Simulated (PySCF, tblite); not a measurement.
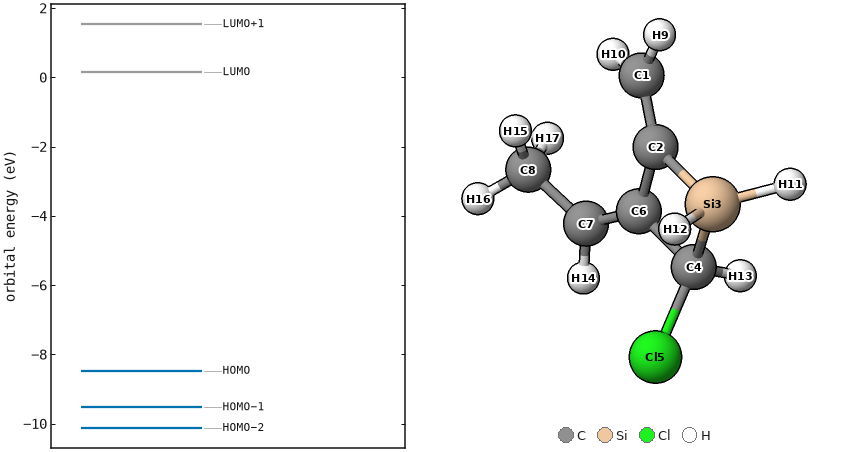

C₆H₉ClSi, SMILES C=C1[SiH2][C@@H](Cl)/C1=C/C. Kohn-Sham orbital energies near the frontier, ωB97X-D/def2-SVPD in PySCF 2.14.0, at a GFN2-xTB geometry (a minimum by its frequencies), isolated molecule; empty levels in grey, levels within 0.03 eV side by side.

Question: Where do the frontier orbitals lie?

Answer: HOMO at −8.48 eV, LUMO at 0.15 eV, 8.62 eV apart.

Question: How far below the HOMO does the next level lie?

Answer: 1.05 eV.

Question: List the levels with the atoms that carry most of them (a dash for levels above zero or within 0.03 eV of another, where shares mean little).

Answer:
| orbital | energy (eV) | Löwdin shares |
| --- | --- | --- |
| LUMO+1 | 1.53 | – |
| LUMO | 0.15 | – |
| HOMO | −8.48 | C7 24 %, C6 21 %, C1 17 % |
| HOMO−1 | −9.53 | Cl5 47 %, C4 19 %, Si3 13 % |
| HOMO−2 | −10.13 | Cl5 67 %, C4 11 %, C6 7 % |

Known limits of this run: the tight-binding geometry is rougher than a DFT one and adds to the error; empty levels above zero depend strongly on the basis.
